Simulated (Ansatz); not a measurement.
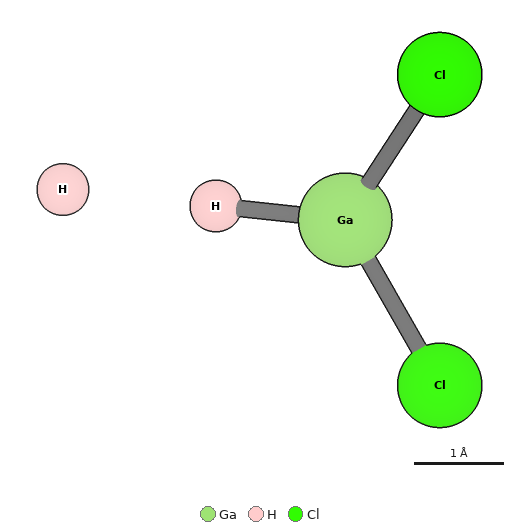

**Figure 1.** The input geometry (ball-and-stick view, seen at a tilt). Sticks mark near contacts.

**Geometry relaxation, with input and output: GaH2Cl2**

GaH2Cl2, multiplicity 2, computed with UKS PBE/def2-SVP (Ansatz 0.2.0).

It belongs to a series of runs on one base structure; here: end point A relaxed.

The input
```yaml
crystal:
  periodic: [false, false, false]
  atoms:
    - { symbol: Ga, position_ang: [0.0, 0.0, -0.069034] }
    - { symbol: H, position_ang: [0.0, 0.0, 1.502544] }
    - { symbol: Cl, position_ang: [1.824408, 0.0, -1.217644] }
    - { symbol: Cl, position_ang: [-1.824408, 0.0, -1.217644] }
    - { symbol: H, position_ang: [0.0, 0.0, 3.361778] }
magnetization:
  spin_polarized: true
  initial_magnetization: 1
basis:
  gaussian: { orbitals: def2-SVP }
hamiltonian:
  xc: pbe
relax:
  f_tol: 0.03
  max_steps: 50
output:
  orbitals: {}
```

Hardware: 2 threads of Arm Neoverse V1, 24 GiB of memory available, shared host.

Run as:
```bash
ansatz run input.yaml --threads 2 --pin off --max-ram 3072MiB --backend cpu --events-out ev --progress --plain --runs-dir out
```

What the program printed
```
The last accepted step is kept in [file] (removed where the run ends without a failure and the disk answers)
Engine: ansatz 0.2.0, aarch64-unknown-linux-gnu
Functional definition: PBE
  parameter kappa = 0.804
  parameter beta = 0.06672455060314922
  exchange = pbe_x(kappa = kappa, mu = beta*pi^2/3)
  correlation = pbe_c(beta = beta)
861 factors; their error is unknown
mean field evaluation 1: about -77421.4546 eV, gradient 2.3e1 eV
mean field evaluation 2: about -77418.6058 eV, gradient 3.8e1 eV
mean field evaluation 4: about -77423.1781 eV, gradient 1.2e0 eV
mean field evaluation 8: about -77423.1460 eV, gradient 2.7e-2 eV
mean field -77423.14603569 eV, -2845.2481375182 hartree, gradient 4.1e-5 eV, S^2 0.751153; 0 other end points of the search recorded, 0 dependent functions left out
the calculation of the forces begins
reference -77423.14607554 eV, -2845.2481389828 hartree; 34, 33 occupied and 44, 45 virtual orbitals, 861 factors
relax step   1: F+E_penalty+E_count = -77423.14603569 eV  Δ(F+E_penalty+E_count) = +0.000e0 eV  max|allowed force component| = 6.458e-2 eV/Å  Δτ_max = 0.0000 Å  (27 SCF iters, accepted)
these checks for a lower state are left out or cut short: starts, cluster_reference, orbital_swaps, neighbouring_geometries, increment
861 factors; their error is unknown
mean field evaluation 16: about -77423.1875 eV, gradient 1.1e-1 eV
mean field -77423.14640989 eV, -2845.2481512701 hartree, gradient 1.3e-5 eV, S^2 0.751209; 0 other end points of the search recorded, 0 dependent functions left out
[... from here on the field's lines of each further geometry are left out, up to the last ...]
relax step   2: F+E_penalty+E_count = -77423.14640989 eV  Δ(F+E_penalty+E_count) = -3.742e-4 eV  max|allowed force component| = 4.553e-2 eV/Å  Δτ_max = 0.0062 Å  (26 SCF iters, accepted)
relax step   3: F+E_penalty+E_count = -77423.17845525 eV  Δ(F+E_penalty+E_count) = -3.205e-2 eV  max|allowed force component| = 3.277e-1 eV/Å  Δτ_max = 0.1950 Å  (31 SCF iters, accepted)
relax step   4: F+E_penalty+E_count = -77423.35943903 eV  Δ(F+E_penalty+E_count) = -1.810e-1 eV  max|allowed force component| = 1.230e0 eV/Å  Δτ_max = 0.1951 Å  (33 SCF iters, accepted)
relax step   5: F+E_penalty+E_count = -77423.80630590 eV  Δ(F+E_penalty+E_count) = -4.469e-1 eV  max|allowed force component| = 2.057e0 eV/Å  Δτ_max = 0.1950 Å  (32 SCF iters, accepted)
relax step   6: F+E_penalty+E_count = -77423.17448233 eV  Δ(F+E_penalty+E_count) = +6.318e-1 eV  max|allowed force component| = 1.138e1 eV/Å  Δτ_max = 0.1950 Å  (32 SCF iters, rejected (line search))
relax step   7: F+E_penalty+E_count = -77424.04869083 eV  Δ(F+E_penalty+E_count) = -2.424e-1 eV  max|allowed force component| = 1.124e0 eV/Å  Δτ_max = 0.0949 Å  (30 SCF iters, accepted)
relax step   8: F+E_penalty+E_count = -77424.16323498 eV  Δ(F+E_penalty+E_count) = -1.145e-1 eV  max|allowed force component| = 9.331e-1 eV/Å  Δτ_max = 0.1000 Å  (30 SCF iters, accepted)
relax step   9: F+E_penalty+E_count = -77424.24152559 eV  Δ(F+E_penalty+E_count) = -7.829e-2 eV  max|allowed force component| = 1.335e0 eV/Å  Δτ_max = 0.1469 Å  (31 SCF iters, accepted)
relax step  10: F+E_penalty+E_count = -77424.30773850 eV  Δ(F+E_penalty+E_count) = -6.621e-2 eV  max|allowed force component| = 1.465e-1 eV/Å  Δτ_max = 0.2000 Å  (30 SCF iters, accepted)
relax step  11: F+E_penalty+E_count = -77424.31780229 eV  Δ(F+E_penalty+E_count) = -1.006e-2 eV  max|allowed force component| = 3.973e-2 eV/Å  Δτ_max = 0.0957 Å  (30 SCF iters, accepted)
relax step  12: F+E_penalty+E_count = -77424.32040475 eV  Δ(F+E_penalty+E_count) = -2.602e-3 eV  max|allowed force component| = 7.298e-2 eV/Å  Δτ_max = 0.0509 Å  (28 SCF iters, accepted)
relax step  13: F+E_penalty+E_count = -77424.32366185 eV  Δ(F+E_penalty+E_count) = -3.257e-3 eV  max|allowed force component| = 2.789e-2 eV/Å  Δτ_max = 0.0986 Å  (30 SCF iters, accepted)
the calculation of the forces begins
reference -77424.32431047 eV, -2845.2914383180 hartree; 34, 33 occupied and 44, 45 virtual orbitals, 861 factors
relax step  14: F+E_penalty+E_count = -77424.32427380 eV  Δ(F+E_penalty+E_count) = -6.120e-4 eV  max|allowed force component| = 1.925e-2 eV/Å  Δτ_max = 0.0543 Å  (29 SCF iters, accepted)
```

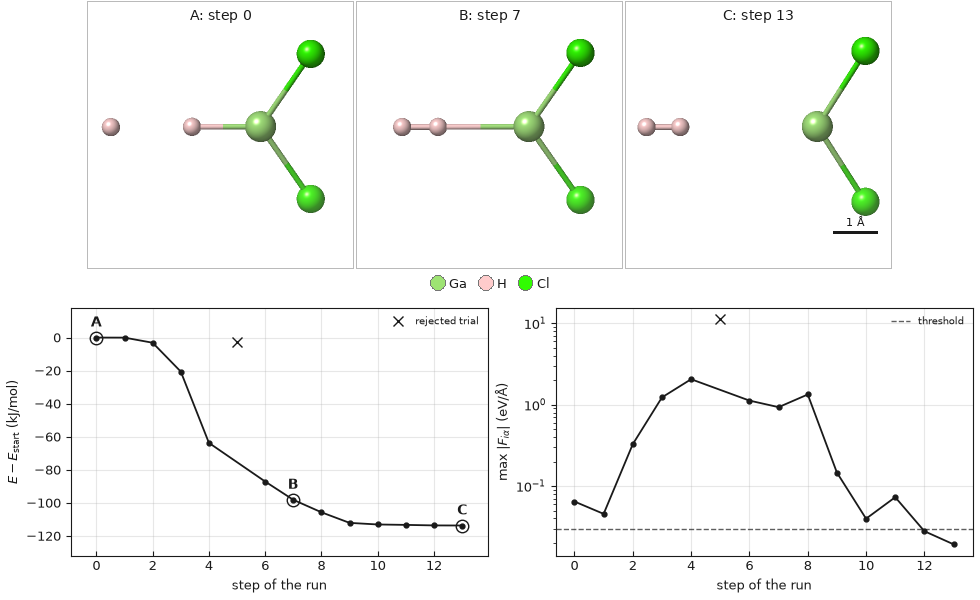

**Figure 2.** Frames of the relaxation (ball-and-stick view, seen at a tilt) above the curves, on which the letters mark them (the first geometry is step 0 here and step 1 in the log).

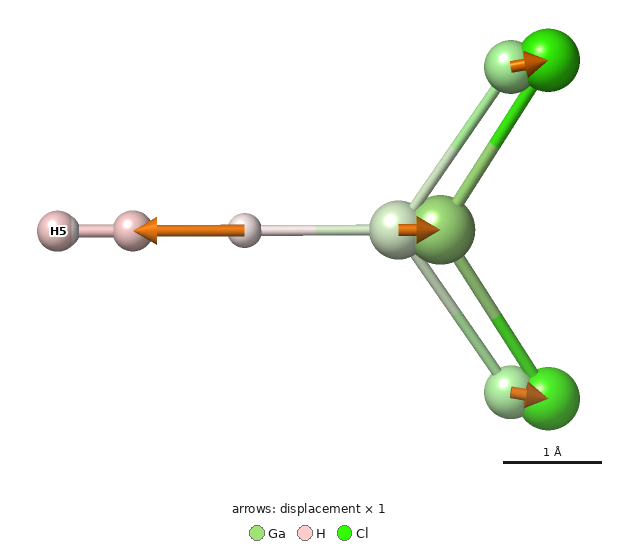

**Figure 3.** Start (faint) and end (solid) with the displacements as orange arrows, at true length (ball-and-stick view, seen at a tilt). The two geometries are laid on each other by the best rigid fit. The largest move after the best rigid fit is that of H2, 1.14 Å. By element the largest moves are H 1.14 Å, Ga 0.43 Å, Cl 0.39 Å. Among the contacts that change: Ga1–H2 1.572 → 3.142 Å, H2–H5 1.859 → 0.770 Å, Ga1–Cl3 2.156 → 2.195 Å. New bonds form: H2–H5 (1.86 → 0.77 Å). Bonds break: Ga1–H2 (1.57 → 3.14 Å). Among the angles that change: Cl3–Ga1–Cl4 115.6° → 119.7°. The energy falls by 113.7 kJ/mol in 13 geometry steps. Largest force component: 0.065 eV/Å at the start, 0.019 eV/Å at the end. The line search rejected the trial step at point 5 (counted from 0) and went back. (Atoms are counted from 1 in the order of the input.)

```
861 factors; their error is unknown
mean field -77424.32427380 eV, -2845.2914369704 hartree, gradient 2.3e-5 eV, S^2 0.751849; 1 other end points of the search recorded, 0 dependent functions left out
the calculation of the forces begins
reference -77424.32431047 eV, -2845.2914383180 hartree; 34, 33 occupied and 44, 45 virtual orbitals, 861 factors
Total energy: -77424.32431047 eV, -2845.2914383180 hartree
Atom 0 at     0.000003    -0.000000    -0.498230 Å, force     0.000000     0.000000    -0.001773 eV/Å
Atom 1 at     0.000003     0.000001     2.644137 Å, force    -0.000000    -0.000000    -0.015868 eV/Å
Atom 2 at     1.898156    -0.000000    -1.599796 Å, force     0.004193    -0.000000    -0.000803 eV/Å
Atom 3 at    -1.898156    -0.000000    -1.599787 Å, force    -0.004194    -0.000000    -0.000803 eV/Å
Atom 4 at    -0.000007    -0.000001     3.413676 Å, force     0.000000    -0.000000     0.019248 eV/Å
Dipole moment:     0.000001     0.000000     0.317226 e Å
```

Trajectory as extended XYZ (Å, eV, eV/Å), 14 frames, from step=1 to step=14
```
5
Properties=species:S:1:pos:R:3:forces:R:3 step=1 energy=-77423.14604
Ga    0.0000    0.0000   -0.0690    0.0000   0.0000  -0.0306
H     0.0000    0.0000    1.5025    0.0000   0.0000   0.0646
Cl    1.8244    0.0000   -1.2176   -0.0018   0.0000  -0.0036
Cl   -1.8244    0.0000   -1.2176    0.0018   0.0000  -0.0036
H     0.0000    0.0000    3.3618    0.0000   0.0000  -0.0269
5
Properties=species:S:1:pos:R:3:forces:R:3 step=2 energy=-77423.14641
Ga    0.0000    0.0000   -0.0670    0.0000   0.0000  -0.0123
H     0.0000    0.0000    1.5068    0.0000   0.0000   0.0455
Cl    1.8232    0.0000   -1.2177    0.0012   0.0000  -0.0008
Cl   -1.8232    0.0000   -1.2177   -0.0012   0.0000  -0.0008
H     0.0000    0.0000    3.3555    0.0000   0.0000  -0.0315
5
Properties=species:S:1:pos:R:3:forces:R:3 step=3 energy=-77423.17846
Ga    0.0000    0.0000   -0.0078    0.0000   0.0000   0.1300
H     0.0000    0.0000    1.6177    0.0000   0.0000   0.0912
Cl    1.7948    0.0000   -1.2052    0.0889   0.0000   0.0532
Cl   -1.7948    0.0000   -1.2052   -0.0889   0.0000   0.0532
H     0.0000    0.0000    3.1605    0.0000   0.0000  -0.3277
5
Properties=species:S:1:pos:R:3:forces:R:3 step=4 energy=-77423.35944
Ga    0.0000    0.0000    0.0493    0.0000   0.0000  -0.3030
H     0.0000    0.0000    1.7239    0.0000   0.0000   1.2297
Cl    1.7704    0.0000   -1.1893    0.2363   0.0000   0.0544
Cl   -1.7704    0.0000   -1.1893   -0.2363   0.0000   0.0544
H     0.0000    0.0000    2.9654    0.0000   0.0000  -1.0355
5
Properties=species:S:1:pos:R:3:forces:R:3 step=5 energy=-77423.80631
Ga    0.0000    0.0000    0.0744    0.0000   0.0000  -0.9998
H     0.0000    0.0000    1.8349    0.0000   0.0000   2.0574
Cl    1.7854    0.0000   -1.1599    0.3428   0.0000  -0.0261
Cl   -1.7854    0.0000   -1.1599   -0.3428   0.0000  -0.0261
H     0.0000    0.0000    2.7705    0.0000   0.0000  -1.0054
5
Properties=species:S:1:pos:R:3:forces:R:3 step=6 energy=-77423.17448 accepted=F
Ga    0.0000    0.0000    0.0245    0.0000   0.0000  -0.9323
H     0.0000    0.0000    2.0298    0.0000   0.0000 -10.2194
Cl    1.8305    0.0000   -1.1599    0.3571   0.0000  -0.1122
Cl   -1.8305    0.0000   -1.1599   -0.3571   0.0000  -0.1122
H     0.0000    0.0000    2.6253    0.0000   0.0000  11.3762
5
Properties=species:S:1:pos:R:3:forces:R:3 step=7 energy=-77424.04869
Ga    0.0000    0.0000    0.0084    0.0000   0.0000  -0.6192
H     0.0000    0.0000    1.9298    0.0000   0.0000   1.1237
Cl    1.8269    0.0000   -1.1726    0.3099   0.0000  -0.0863
Cl   -1.8269    0.0000   -1.1726   -0.3099   0.0000  -0.0863
H     0.0000    0.0000    2.7669    0.0000   0.0000  -0.3319
5
Properties=species:S:1:pos:R:3:forces:R:3 step=8 energy=-77424.16323
Ga    0.0000    0.0000   -0.0535    0.0000   0.0000  -0.5365
H     0.0000    0.0000    2.0298    0.0000   0.0000   0.9331
Cl    1.8498    0.0000   -1.2334    0.0954   0.0000   0.0388
Cl   -1.8498    0.0000   -1.2334   -0.0954   0.0000   0.0388
H     0.0000    0.0000    2.8506    0.0000   0.0000  -0.4742
5
Properties=species:S:1:pos:R:3:forces:R:3 step=9 energy=-77424.24153
Ga    0.0000    0.0000   -0.1727    0.0000   0.0000  -0.2661
H     0.0000    0.0000    2.1767    0.0000   0.0000  -1.0674
Cl    1.8983    0.0000   -1.2827    0.0062   0.0000  -0.0008
Cl   -1.8983    0.0000   -1.2827   -0.0062   0.0000  -0.0008
H     0.0000    0.0000    2.9214    0.0000   0.0000   1.3352
5
Properties=species:S:1:pos:R:3:forces:R:3 step=10 energy=-77424.30774
Ga    0.0000    0.0000   -0.2990    0.0000   0.0000  -0.1465
H     0.0000    0.0000    2.3456    0.0000   0.0000   0.0884
Cl    1.9051    0.0000   -1.4040   -0.0598   0.0000   0.0337
Cl   -1.9051    0.0000   -1.4040    0.0598   0.0000   0.0337
H     0.0000    0.0000    3.1214    0.0000   0.0000  -0.0093
5
Properties=species:S:1:pos:R:3:forces:R:3 step=11 energy=-77424.31780
Ga    0.0000    0.0000   -0.3705    0.0000   0.0000  -0.0141
H     0.0000    0.0000    2.4413    0.0000   0.0000   0.0019
Cl    1.9050    0.0000   -1.4619    0.0009   0.0000  -0.0138
Cl   -1.9050    0.0000   -1.4619   -0.0009   0.0000  -0.0138
H     0.0000    0.0000    3.2130    0.0000   0.0000   0.0397
5
Properties=species:S:1:pos:R:3:forces:R:3 step=12 energy=-77424.32041
Ga    0.0000    0.0000   -0.3948    0.0000   0.0000  -0.0730
H     0.0000    0.0000    2.4912    0.0000   0.0000   0.0517
Cl    1.9008    0.0000   -1.5001   -0.0328   0.0000   0.0222
Cl   -1.9008    0.0000   -1.5001    0.0328   0.0000   0.0222
H     0.0000    0.0000    3.2639    0.0000   0.0000  -0.0232
5
Properties=species:S:1:pos:R:3:forces:R:3 step=13 energy=-77424.32366
Ga    0.0000    0.0000   -0.4613    0.0000   0.0000  -0.0176
H     0.0000    0.0000    2.5898    0.0000   0.0000   0.0279
Cl    1.8979    0.0000   -1.5647   -0.0006   0.0000   0.0037
Cl   -1.8979    0.0000   -1.5647    0.0006   0.0000   0.0037
H     0.0000    0.0000    3.3610    0.0000   0.0000  -0.0177
5
Properties=species:S:1:pos:R:3:forces:R:3 step=14 energy=-77424.32427
Ga    0.0000    0.0000   -0.4982    0.0000   0.0000  -0.0018
H     0.0000    0.0000    2.6441    0.0000   0.0000  -0.0159
Cl    1.8982    0.0000   -1.5998    0.0042   0.0000  -0.0008
Cl   -1.8982    0.0000   -1.5998   -0.0042   0.0000  -0.0008
H     0.0000    0.0000    3.4137    0.0000   0.0000   0.0192
```

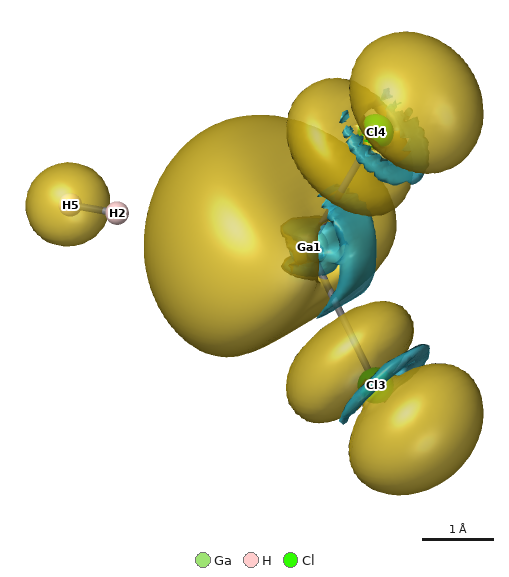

**Figure 4.** Isosurfaces of the spin density at +0.004 (yellow) and −0.004 e/Å³ (cyan), seen at an oblique angle. The unpaired spin (1 electron) lies mostly on Ga1 (about 0.6), Cl3 (about 0.2) and Cl4 (about 0.2), in electrons by Hirshfeld's partition.

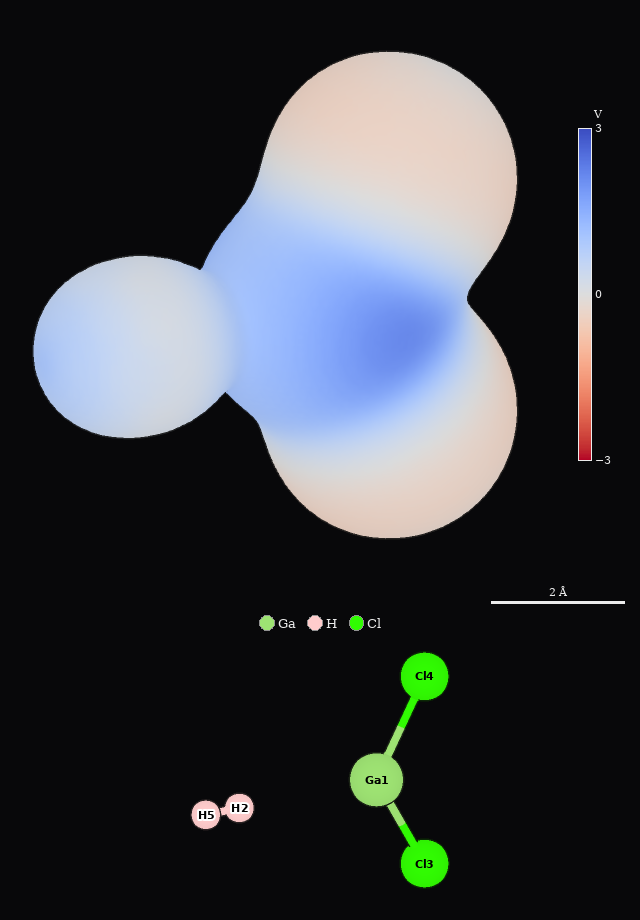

**Figure 5.** The molecular electrostatic potential painted on the density surface at 0.002 e/bohr³, seen at a tilt; red is negative and blue positive. The bare structure is drawn below in the same view.

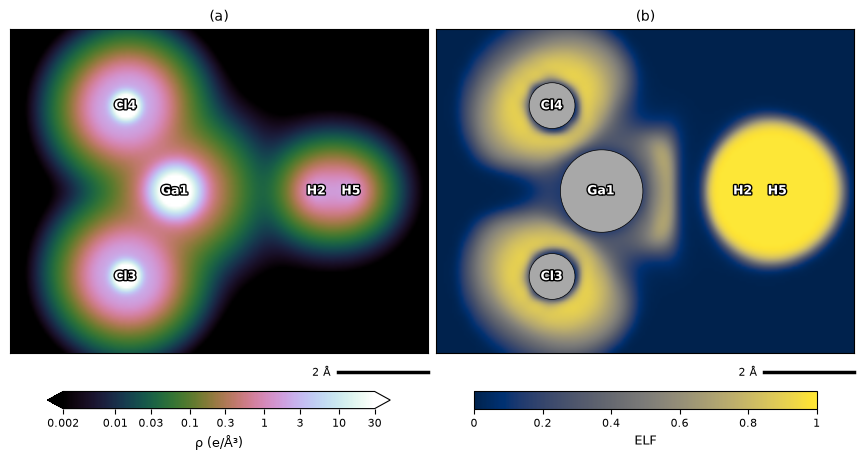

**Figure 6.** (a) electron density; (b) electron localisation function on the molecular plane. Grey discs, where drawn, cover atomic cores. The section cuts through Ga, H and Cl sites. Ga–Cl (2.19 Å): ρ is about 0.61 e/Å³ halfway; the ELF peaks at about 0.80 in the valence shell of Cl, 0.8 Å from its nucleus, and is about 0.50 at the midpoint.

Summary

| quantity | value |
| --- | --- |
| outcome | converged |
| total energy | −77424.3243 eV |
| mean-field energy | −77424.3243 eV |
| ⟨S²⟩ | 0.752 |
| largest force (length of the vector) at the end | 0.019 eV/Å |
| wall time | 25 s (CPU time 48 s) |
| peak memory | 0.18 GiB |
